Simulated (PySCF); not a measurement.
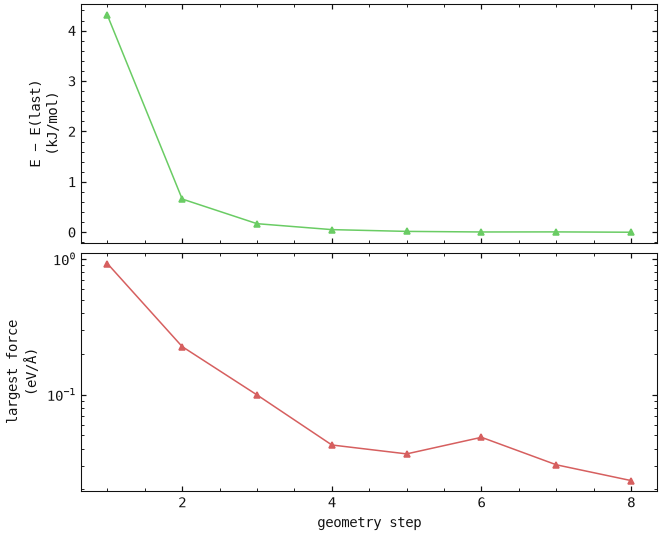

History of a geometry optimisation.

[Ti(CH3)3Cl] (SMILES [CH3][Ti]([CH3])([CH3])[Cl]); PBE0-D3(BJ)/def2-SVP, geometry optimisation in PySCF.

### How did the optimisation end?

The optimisation met its thresholds at geometry 8, counting the start as the first. The energy fell by about 4.3 kJ/mol from the first step to the last. The largest force goes from about 0.92 eV/Å at the start to 0.023 eV/Å at the end.

### By which step was nine tenths of the energy gained?

By step 3 of 8.
